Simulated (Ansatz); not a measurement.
## Electronic structure of C4H9Cl3Sn (SMILES C[C](C)(C)[Sn]([Cl])([Cl])[Cl]) in real space

```xyz
17

C     1.3757    0.8354    0.2016
C     0.1618   -0.0796    0.2091
C     0.5490   -1.5259   -0.0535
C    -0.6382    0.0618    1.4939
Sn   -1.1228    0.5464   -1.4189
Cl   -1.8322    2.7425   -1.1816
Cl   -0.0581    0.4119   -3.4758
Cl   -3.0365   -0.7555   -1.5762
H     2.0473    0.5418    1.0176
H     1.1032    1.8817    0.3601
H     1.9399    0.7627   -0.7313
H    -0.3212   -2.1863   -0.0801
H     1.2017   -1.8720    0.7571
H     1.0989   -1.6409   -0.9907
H    -0.0116   -0.2485    2.3388
H    -1.5293   -0.5706    1.4953
H    -0.9469    1.0943    1.6747
```

Geometry: PBE0-D4/def2-TZVP; core potentials replace the inner electrons of Sn.

Method: RKS PBE0-D4/def2-TZVPP (Ansatz 0.2.0).

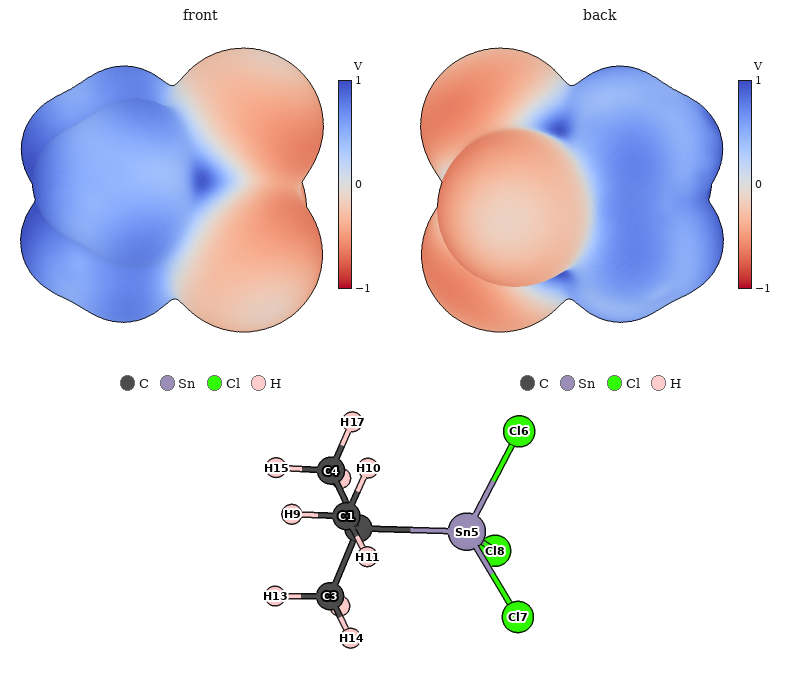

Figure 1. The molecular electrostatic potential painted on the density surface at 0.001 e/bohr³, seen from the front and from behind; red is negative and blue positive. The bare structure is drawn below in the same view.

Question: Describe the electrostatic potential map.

Answer: The most negative region (about −0.6 V) lies over Cl6, Cl7 and Cl8, the most positive (about +1.0 V) over Sn5, H9, H13 and H15.

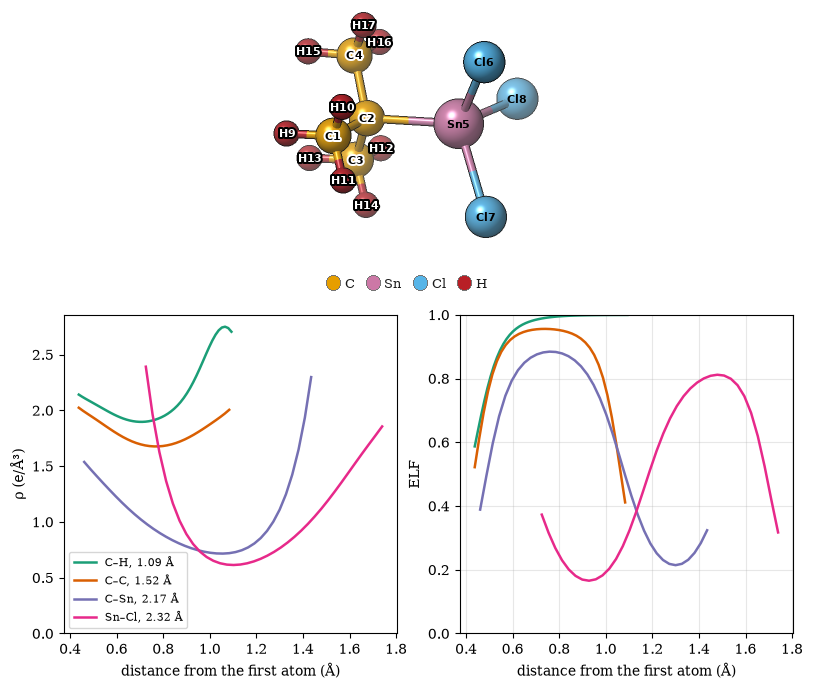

Figure 2. Electron density and ELF along straight lines between neighbouring atoms. The curves leave out the atomic cores. The structure is drawn too.

Question: What can be read from the curves?

Answer: C–H (1.09 Å): ρ is about 2 e/Å³ halfway; the ELF climbs to about 1 towards the hydrogen, as it does in any bond to H (an ordinary covalent bond to hydrogen).
C–C (1.52 Å): ρ at the midpoint is about 1.7 e/Å³; the ELF peaks at about 0.95 between the atoms, as expected for a shared electron pair.
C–Sn (2.17 Å): ρ is about 0.72 e/Å³ halfway; the ELF peaks at about 0.90 in the valence shell of C, 0.8 Å from its nucleus, and drops to about 0.20 between the two atoms.
Sn–Cl (2.32 Å): the density is about 0.63 e/Å³ at the midpoint; the ELF peaks at about 0.80 in the valence shell of Cl, 0.8 Å from its nucleus, and drops to about 0.15 between the two atoms.

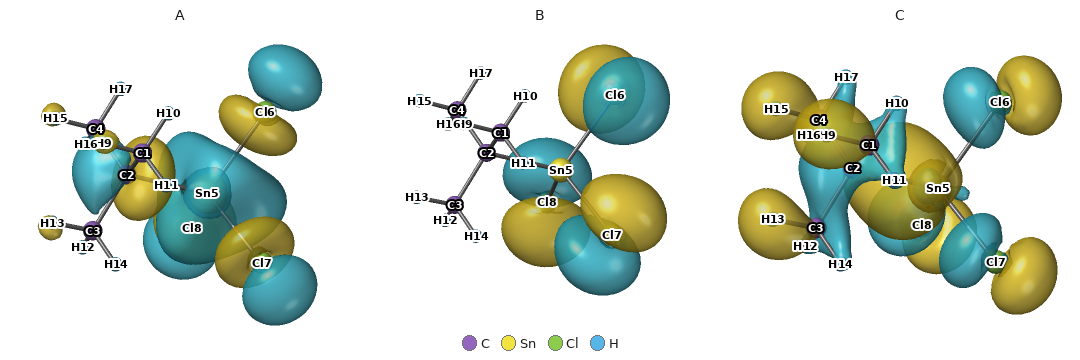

Figure 3. Three frontier orbitals at ±0.08 Å⁻³ᐟ² (yellow and cyan are the two phases), in no order.

Question: Order the three orbitals by energy and name them.

Answer: B is the HOMO−1 (−9.04 eV). It lies mainly on Cl6 (about 30 %), Cl7 (about 30 %) and Cl8 (about 30 %); largely a combination of lone pairs on Cl6, Cl7 and Cl8. C is the HOMO (−8.17 eV). Its weight (Hirshfeld) is mainly on C2 (about 20 %), Sn5 (about 15 %), Cl6 (about 10 %), Cl7 (about 10 %) and Cl8 (about 10 %). A is the LUMO (−1.95 eV). It lies mainly on Sn5 (about 35 %), Cl6 (about 15 %), Cl7 (about 15 %), Cl8 (about 15 %) and C2 (about 15 %).

Question: What is the HOMO–LUMO gap?

Answer: 6.22 eV between the orbital energies.
